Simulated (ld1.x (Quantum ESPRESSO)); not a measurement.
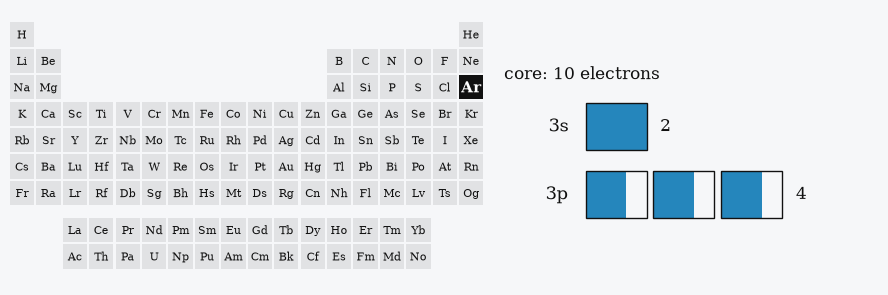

Left, the place of argon in the periodic table; right, the valence shells of the reference configuration: a box for each of the 2l + 1 orbitals, shaded by the share of the shell that is filled, with the electron count at the right.

Run report: Ar, pseudopotential generation (part 1 of 2)

Argon (Ar, Z = 18), core [Ne], reference valence 3s2 3p4 (an ion of charge +2), valence charge 8. Computed at this level: PAW potential, PBE, non-relativistic, made with ld1.x (Quantum ESPRESSO) 7.5.

## Summary

- outcome: generated, with a spurious state above the valence levels
- cutoffs needed: 45 Ry and 90 Ry (the cutoffs, on a coarse ladder, from which the occupation-weighted sum of valence levels, in a spherical-Bessel basis at the reference potential, stays within 10 and 1 mRy of its value at 400 Ry); ghost states and empty shells don't enter this sum
- ghost test: no ghost state below the valence levels in the s, p, d, f channels (spherical-Bessel basis up to 400 Ry, 20 bohr box)
- largest excitation error: -32 meV (all-electron minus pseudo) for 3s2 3p2, out of 6 test configurations
- lowest eigenvalue of the overlap operator S in a Bessel basis (separate test): 0.51 (s channel)
- density cutoff estimated by the generator: 469 Ry
- clearest signs, in the scattering phases, of states that the all-electron atom lacks: s near 1.6 Ry
- range over which the phases arctan(r u′/u) at the test radius agree within 0.05 rad (a looser test near the poles than one of phase shifts): s: up to about 1.5 Ry; p: up to about 1.9 Ry; d: over the whole range computed
- hardware: 1 CPU thread, shared host
- wall time: 0.89 s

## Notes

The Bessel test looks below the valence levels only. The scattering phases show an s state near 1.6 Ry, 5.3 Ry above the channel's reference energy, that the all-electron atom lacks; it spoils states at that energy.

## Input file
```
 &input
   title='Ar', zed=18., rel=0, dft='PBE', iswitch=3,
   config='[Ne] 3s2 3p4 3d-2',
   nld=3, rlderiv=1.20, eminld=-6.0, emaxld=5.0, deld=0.02
 /
 &inputp
   pseudotype=3, lpaw=.true., tm=.true., lloc=-1, rcloc=1.05,
   nlcc=.true., new_core_ps=.true.,
   which_augfun='PSQ', rmatch_augfun_nc=.true.,
   file_pseudopw='Ar.UPF', file_wfcaegen='ae.wfc', file_wfcncgen='nc.wfc', file_beta='beta', file_chi='chi', file_wfcusgen='us.wfc'
 /
5
3S  1  0   2.00   0.00  0.90  1.10  0.0
3S  1  0   0.00  -3.30  0.90  1.10  0.0
3P  2  1   4.00   0.00  0.90  1.00  0.0
3P  2  1   0.00  -1.55  0.90  1.00  0.0
3D  3  2  -2.00   0.40  0.90  1.10  0.0
 &test
   configts(1)='3s2 3p4'
 /
```

## Input of the test run
```
 &input
   title='Ar', zed=18., rel=0, dft='PBE', iswitch=2,
   config='[Ne] 3s2 3p4 3d-2'
 /
 &test
   file_pseudo='Ar.UPF', nconf=7,
   configts(1)='3s2 3p4',
   configts(2)='3s2 3p6',
   configts(3)='3s2 3p5',
   configts(4)='3s2 3p3',
   configts(5)='3s2 3p5.5',
   configts(6)='3s2 3p2',
   configts(7)='3s1 3p6'
 /
```

Command:
```bash
ld1.x < Ar.in > Ar.out
```

## Output
```
     Program LD1 v.7.5

     !!!!!!!!!!!!!!!!!!! WARNING !!!!!!!!!!!!!!!!!!!!!!!
     Message from routine ld1_readin:
     US requires at least two energies per channel 3D
     !!!!!!!!!!!!!!!!!!!!!!!!!!!!!!!!!!!!!!!!!!!!!!!!!!!
     --------------------------- All-electron run ----------------------------

     Ar

     atomic number is 18.00
     dft =PBE   lsd =0 sic =0 latt =0  beta=0.20 tr2=1.0E-14
     Exchange-correlation= PBE
                           (   1   4   3   4   0   0   0)
     mesh =1161 r(mesh) = 100.44680 a.u. xmin = -7.00 dx = 0.01250
     1 Ry =  13.60569312 eV

     n l     nl                  e(Ry)          e(Ha)          e(eV)
     1 0     1S 1( 2.00)      -230.5976      -115.2988     -3137.4406
     2 0     2S 1( 2.00)       -23.8672       -11.9336      -324.7295
     2 1     2P 1( 6.00)       -19.1003        -9.5501      -259.8726
     3 0     3S 1( 2.00)        -3.6958        -1.8479       -50.2833
     3 1     3P 1( 4.00)        -2.6039        -1.3019       -35.4276

     final scf error:  7.6E-15 reached in  22 iterations

     Etot =   -1051.405517 Ry,    -525.702759 Ha,  -14305.100819 eV

     Ekin =    1050.293066 Ry,     525.146533 Ha,   14289.965141 eV
     Encl =   -2469.617451 Ry,   -1234.808725 Ha,  -33600.857166 eV
     Eh   =     427.532923 Ry,     213.766461 Ha,    5816.881749 eV
     Exc  =     -59.614055 Ry,     -29.807028 Ha,    -811.090543 eV

     normalization and overlap integrals

     s(1S/1S) =  1.000000  <r> =   0.0862  <r2> =    0.0100  r(max) =   0.0563
     s(2S/2S) =  1.000000  <r> =   0.4159  <r2> =    0.2052  r(max) =   0.3403
     s(2P/2P) =  1.000000  <r> =   0.3769  <r2> =    0.1764  r(max) =   0.2821
     s(3S/3S) =  1.000000  <r> =   1.3346  <r2> =    2.0484  r(max) =   1.1585
     s(3P/3P) =  1.000000  <r> =   1.4683  <r2> =    2.5223  r(max) =   1.2332

     ------------------------ End of All-electron run ------------------------

     --------------------- Generating PAW atomic setup --------------------

      Generating local potential from pseudized AE potential:
      Matching radius rcloc =   1.0500

      Local pseudo, rcloc= 1.061 Estimated cut-off energy=    20.74 Ry

      Computing core charge for nlcc:

       r > 0.72 : true rho core
      Core charge pseudized with two Bessel functions
      Integrated core pseudo-charge :   5.44
      Wfc-us  3S rcutus= 1.088  Estimated cut-off energy=    36.62 Ry
      Wfc-us  3S rcutus= 1.088  Estimated cut-off energy=    37.14 Ry
      Wfc-us  3P rcutus= 1.010  Estimated cut-off energy=    70.36 Ry
      Wfc-us  3P rcutus= 1.010  Estimated cut-off energy=    71.74 Ry
      Wfc-us  3D rcutus= 1.088  Estimated cut-off energy=    94.38 Ry

     Required augmentation: PSQ   radius:    1.100000

     Q pseudized with Bessel functions
     Expected ecutrho=     469.3210 due to l1=  2   l2=  2

     Estimated PAW energy =  -91.499935 Ryd

     The PAW screened D coefficients
     2.12966     1.89743     0.00000     0.00000     0.00000
     1.89743     1.69042     0.00000     0.00000     0.00000
     0.00000     0.00000     0.80834     0.92758     0.00000
     0.00000     0.00000     0.92758     1.06180     0.00000
     0.00000     0.00000     0.00000     0.00000    -0.36851

     The PAW descreened D coefficients (US)
     2.23591     1.96988     0.00000     0.00000     0.00000
     1.96988     1.73549     0.00000     0.00000     0.00000
     0.00000     0.00000     1.38008     1.51036     0.00000
     0.00000     0.00000     1.51036     1.65190     0.00000
     0.00000     0.00000     0.00000     0.00000     0.02832

     ------------------- End of pseudopotential generation -------------------

     --------------------------- All-electron run ----------------------------

     Ar

     atomic number is 18.00
     dft = SLA  PW   PBX  PBC   lsd =0 sic =0 latt =0  beta=0.20 tr2=1.0E-14
     Exchange-correlation=  SLA  PW   PBX  PBC
                           (   1   4   3   4   0   0   0)
     mesh =1161 r(mesh) = 100.44680 a.u. xmin = -7.00 dx = 0.01250
     1 Ry =  13.60569312 eV

     n l     nl                  e(Ry)          e(Ha)          e(eV)
     1 0     1S 1( 2.00)      -230.5976      -115.2988     -3137.4406
     2 0     2S 1( 2.00)       -23.8672       -11.9336      -324.7295
     2 1     2P 1( 6.00)       -19.1003        -9.5501      -259.8726
     3 0     3S 1( 2.00)        -3.6958        -1.8479       -50.2833
     3 1     3P 1( 4.00)        -2.6039        -1.3019       -35.4276

     final scf error:  7.6E-15 reached in  22 iterations

     Etot =   -1051.405517 Ry,    -525.702759 Ha,  -14305.100819 eV

     Ekin =    1050.293066 Ry,     525.146533 Ha,   14289.965141 eV
     Encl =   -2469.617451 Ry,   -1234.808725 Ha,  -33600.857166 eV
     Eh   =     427.532923 Ry,     213.766461 Ha,    5816.881749 eV
     Exc  =     -59.614055 Ry,     -29.807028 Ha,    -811.090543 eV

     normalization and overlap integrals

     s(1S/1S) =  1.000000  <r> =   0.0862  <r2> =    0.0100  r(max) =   0.0563
     s(2S/2S) =  1.000000  <r> =   0.4159  <r2> =    0.2052  r(max) =   0.3403
     s(2P/2P) =  1.000000  <r> =   0.3769  <r2> =    0.1764  r(max) =   0.2821
     s(3S/3S) =  1.000000  <r> =   1.3346  <r2> =    2.0484  r(max) =   1.1585
     s(3P/3P) =  1.000000  <r> =   1.4683  <r2> =    2.5223  r(max) =   1.2332

     ------------------------ End of All-electron run ------------------------

     Computing logarithmic derivative in   1.19530
     Computing logarithmic derivative in   1.19530
     Computing the partial wave expansion
     R is outside the sphere for l=    0 j= 0.00
     R is outside the sphere for l=    0 j= 0.00
     R is outside the sphere for l=    1 j= 0.00
     R is outside the sphere for l=    1 j= 0.00
     R is outside the sphere for l=    2 j= 0.00

     ---------------------- Testing the pseudopotential ----------------------

     Ar

     atomic number is 18.00   valence charge is  8.00
     dft = SLA  PW   PBX  PBC   lsd =0 sic =0 latt =0  beta=0.20 tr2=1.0E-14
     mesh =1161 r(mesh) = 100.44680 xmin = -7.00 dx = 0.01250

     n l     nl             e AE (Ry)        e PS (Ry)    De AE-PS (Ry)
     1 0     3S   1( 2.00)       -3.69575       -3.69575        0.00000
     2 1     3P   1( 4.00)       -2.60388       -2.60388        0.00000

     eps = 1.6E-17  iter =  3

     Etot =   -1051.405517 Ry,    -525.702759 Ha,  -14305.100819 eV
     Etotps =   -91.499936 Ry,     -45.749968 Ha,   -1244.920047 eV

     Ekin =      48.651883 Ry,      24.325942 Ha,     661.942590 eV
     Encl =    -103.368366 Ry,     -51.684183 Ha,   -1406.398260 eV
     Ehrt =      22.830602 Ry,      11.415301 Ha,     310.626169 eV
     Ecxc =     -59.614056 Ry,     -29.807028 Ha,    -811.090546 eV
     (Ecc =     -14.950093 Ry,      -7.475046 Ha,    -203.406374 eV)

     ---------------------- End of pseudopotential test ----------------------
```

## Output of the test run (extracts)
```
     ---------------------- Testing the pseudopotential ----------------------

     Ar

     atomic number is 18.00   valence charge is  8.00
     dft =SLA  PW   PBX  PBC   lsd =0 sic =0 latt =0  beta=0.20 tr2=1.0E-14
     mesh =1161 r(mesh) = 100.44680 xmin = -7.00 dx = 0.01250

     n l     nl             e AE (Ry)        e PS (Ry)    De AE-PS (Ry)
     1 0     3S   1( 2.00)       -3.69575       -3.69575        0.00000
     2 1     3P   1( 4.00)       -2.60388       -2.60388        0.00000

     eps = 1.6E-17  iter =  3

     Etot =   -1051.405517 Ry,    -525.702759 Ha,  -14305.100815 eV
     Etotps =   -91.499936 Ry,     -45.749968 Ha,   -1244.920047 eV

     Ekin =      48.651883 Ry,      24.325942 Ha,     661.942590 eV
     Encl =    -103.368366 Ry,     -51.684183 Ha,   -1406.398260 eV
     Ehrt =      22.830602 Ry,      11.415301 Ha,     310.626169 eV
     Ecxc =     -59.614056 Ry,     -29.807028 Ha,    -811.090546 eV
     (Ecc =     -14.950093 Ry,      -7.475046 Ha,    -203.406374 eV)

     ---------------------- End of pseudopotential test ----------------------

     ---------------------- Testing the pseudopotential ----------------------

     Ar

     atomic number is 18.00   valence charge is  8.00
     dft =SLA  PW   PBX  PBC   lsd =0 sic =0 latt =0  beta=0.20 tr2=1.0E-14
     mesh =1161 r(mesh) = 100.44680 xmin = -7.00 dx = 0.01250

     n l     nl             e AE (Ry)        e PS (Ry)    De AE-PS (Ry)
     1 0     3S   1( 2.00)       -1.76844       -1.76830       -0.00014
     2 1     3P   1( 6.00)       -0.75603       -0.75595       -0.00008

     eps = 7.2E-15  iter = 13

     Etot =   -1054.694202 Ry,    -527.347101 Ha,  -14349.845658 eV
     Etotps =   -94.788373 Ry,     -47.394187 Ha,   -1289.661519 eV
     dEtot_ae =      -3.288685 Ry
     dEtot_ps =      -3.288438 Ry,   Delta E=      -0.000248 Ry

     Ekin =      52.391915 Ry,      26.195958 Ha,     712.828323 eV
     Encl =    -122.144978 Ry,     -61.072489 Ha,   -1661.867090 eV
     Ehrt =      36.360677 Ry,      18.180339 Ha,     494.712214 eV
     Ecxc =     -61.395988 Ry,     -30.697994 Ha,    -835.334966 eV
     (Ecc =     -14.950093 Ry,      -7.475046 Ha,    -203.406374 eV)

     ---------------------- End of pseudopotential test ----------------------

     ---------------------- Testing the pseudopotential ----------------------

     Ar

     atomic number is 18.00   valence charge is  8.00
     dft =SLA  PW   PBX  PBC   lsd =0 sic =0 latt =0  beta=0.20 tr2=1.0E-14
     mesh =1161 r(mesh) = 100.44680 xmin = -7.00 dx = 0.01250

     n l     nl             e AE (Ry)        e PS (Ry)    De AE-PS (Ry)
     1 0     3S   1( 2.00)       -2.67930       -2.67908       -0.00022
     2 1     3P   1( 5.00)       -1.62665       -1.62647       -0.00018

     eps = 8.7E-15  iter =  8

     Etot =   -1053.512783 Ry,    -526.756391 Ha,  -14333.771626 eV
     Etotps =   -93.607085 Ry,     -46.803542 Ha,   -1273.589268 eV
     dEtot_ae =      -2.107266 Ry
     dEtot_ps =      -2.107149 Ry,   Delta E=      -0.000117 Ry

     Ekin =      51.085387 Ry,      25.542694 Ha,     695.052099 eV
     Encl =    -113.639879 Ry,     -56.819940 Ha,   -1546.149326 eV
     Ehrt =      29.522122 Ry,      14.761061 Ha,     401.668926 eV
     Ecxc =     -60.574714 Ry,     -30.287357 Ha,    -824.160967 eV
     (Ecc =     -14.950093 Ry,      -7.475046 Ha,    -203.406374 eV)

     ---------------------- End of pseudopotential test ----------------------

     ---------------------- Testing the pseudopotential ----------------------

     Ar

     atomic number is 18.00   valence charge is  8.00
     dft =SLA  PW   PBX  PBC   lsd =0 sic =0 latt =0  beta=0.20 tr2=1.0E-14
     mesh =1161 r(mesh) = 100.44680 xmin = -7.00 dx = 0.01250

     n l     nl             e AE (Ry)        e PS (Ry)    De AE-PS (Ry)
     1 0     3S   1( 2.00)       -4.79849       -4.79940        0.00092
     2 1     3P   1( 3.00)       -3.66995       -3.67087        0.00092

     eps = 5.9E-15  iter =  6

     Etot =   -1048.275446 Ry,    -524.137723 Ha,  -14262.514028 eV
     Etotps =   -88.369477 Ry,     -44.184739 Ha,   -1202.327987 eV
     dEtot_ae =       3.130071 Ry
     dEtot_ps =       3.130459 Ry,   Delta E=      -0.000388 Ry

     Ekin =      44.933421 Ry,      22.466710 Ha,     611.350331 eV
     Encl =     -91.370563 Ry,     -45.685282 Ha,   -1243.159842 eV
     Ehrt =      16.610790 Ry,       8.305395 Ha,     226.001309 eV
     Ecxc =     -58.543124 Ry,     -29.271562 Ha,    -796.519785 eV
     (Ecc =     -14.950093 Ry,      -7.475046 Ha,    -203.406374 eV)

     ---------------------- End of pseudopotential test ----------------------

     ---------------------- Testing the pseudopotential ----------------------

     Ar

     atomic number is 18.00   valence charge is  8.00
     dft =SLA  PW   PBX  PBC   lsd =0 sic =0 latt =0  beta=0.20 tr2=1.0E-14
     mesh =1161 r(mesh) = 100.44680 xmin = -7.00 dx = 0.01250

     n l     nl             e AE (Ry)        e PS (Ry)    De AE-PS (Ry)
     1 0     3S   1( 2.00)       -2.20897       -2.20878       -0.00020
     2 1     3P   1( 5.50)       -1.17646       -1.17632       -0.00014

     eps = 3.4E-16  iter = 11

     Etot =   -1054.212405 Ry,    -527.106202 Ha,  -14343.290466 eV
     Etotps =   -94.306628 Ry,     -47.153314 Ha,   -1283.107037 eV
     dEtot_ae =      -2.806888 Ry
     dEtot_ps =      -2.806692 Ry,   Delta E=      -0.000196 Ry

     Ekin =      51.869052 Ry,      25.934526 Ha,     705.714411 eV
     Encl =    -118.119474 Ry,     -59.059737 Ha,   -1607.097315 eV
     Ehrt =      32.948923 Ry,      16.474462 Ha,     448.292937 eV
     Ecxc =     -61.005129 Ry,     -30.502565 Ha,    -830.017069 eV
     (Ecc =     -14.950093 Ry,      -7.475046 Ha,    -203.406374 eV)

     ---------------------- End of pseudopotential test ----------------------
```

(Continued in part 2.)
